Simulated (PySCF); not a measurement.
## Electronic structure of C₂H₈Cl₂N₂Si (SMILES CN[Si](Cl)(Cl)NC) in real space

The calculation's input:

```
{"job": {"kind": "uv", "xc": "PBE0", "basis": "def2-SVPD", "ip": false, "nstates": 10}, "charge": 0, "multiplicity": 1}
Si     0.946671    -0.276097     0.029268
Cl     1.456493     0.034132     2.015106
Cl     2.737093    -0.551697    -0.974735
N      0.025638     1.077504    -0.433621
C      0.177309     2.449506    -0.009243
H     -0.481810     0.958946    -1.305198
H     -0.802521     2.940620     0.109382
H      0.675047     2.475832     0.970347
H      0.781101     3.055765    -0.708164
N      0.060107    -1.691445    -0.290609
C     -1.268286    -1.965289     0.207763
H      0.587888    -2.506027    -0.583672
H     -1.272638    -2.555098     1.142369
H     -1.783543    -1.015596     0.414613
H     -1.871310    -2.507186    -0.539617
```

Command:

```sh
OMP_NUM_THREADS=1 python probes_run.py task.json out
```

Geometry: PBE0-D3(BJ)/def2-SVP.

All numbers below come from PySCF 2.14.0, PBE0/def2-SVPD, SCF density, gas phase.

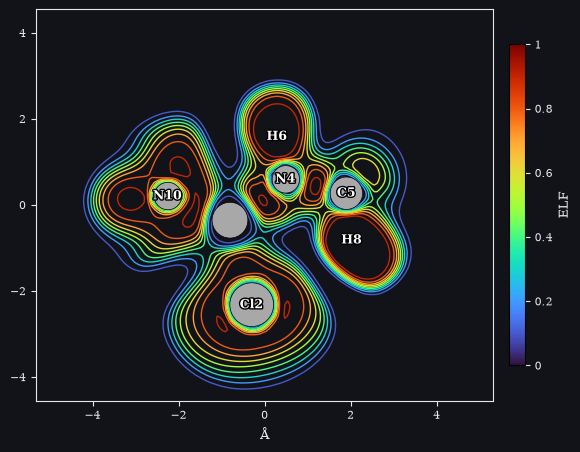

Figure 1. Electron localisation function on the plane of atoms N4, C5 and H8. Grey discs cover the atomic cores.

> Describe what can be read from this map.

- Atoms in the plane: Cl, N, C and H.
- C–N (1.44 Å): the ELF peaks at about 0.95 between the atoms, as expected for localised, covalent bonding.
- N–H (1.02 Å): the ELF climbs to about 1 towards the hydrogen, as it does in any bond to H (an ordinary covalent bond to hydrogen).
- C–H (1.10 Å): the ELF climbs to about 1 towards the hydrogen (a covalent bond by its length).
- The ELF also peaks beside Cl2 and N10, away from the bonds: lone-pair regions.

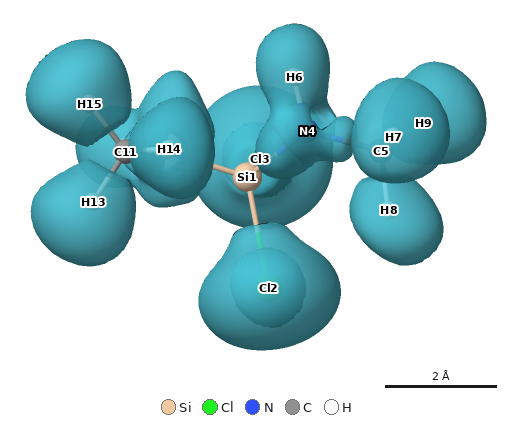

Figure 2. Isosurface of the electron localisation function at 0.75 (cyan), seen from one side. Core shells and regions of very low density are left out.

> Identify the bonds, lone pairs and shells in this picture.

The ELF exceeds this value in six regions around hydrogen nuclei, two regions on Cl in which the atom's valence shell and bonds are merged and two joined regions spread over several atoms (H, N), in which their bonds and any lone pairs are merged. Profiles from the grid: Si–N (1.70 Å): the ELF peaks at about 0.90 between the atoms; a shared but strongly polarised pair.

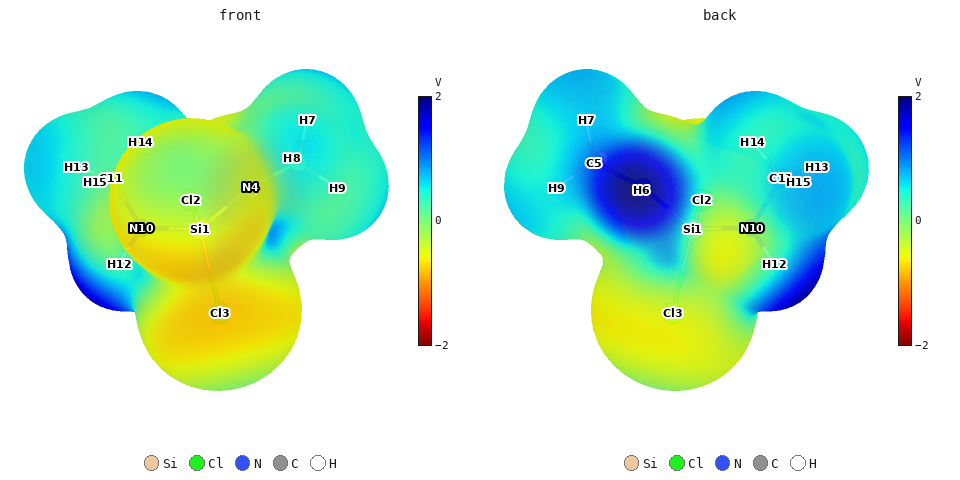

Figure 3. The molecular electrostatic potential painted on the density surface at 0.002 e/bohr³, seen from the front and from behind; red is negative and blue positive.

> Where is the surface potential most negative and most positive?

The most negative region (about −0.8 V) lies over Cl2 and Cl3, the most positive (about +1.9 V) over H6 and H12.
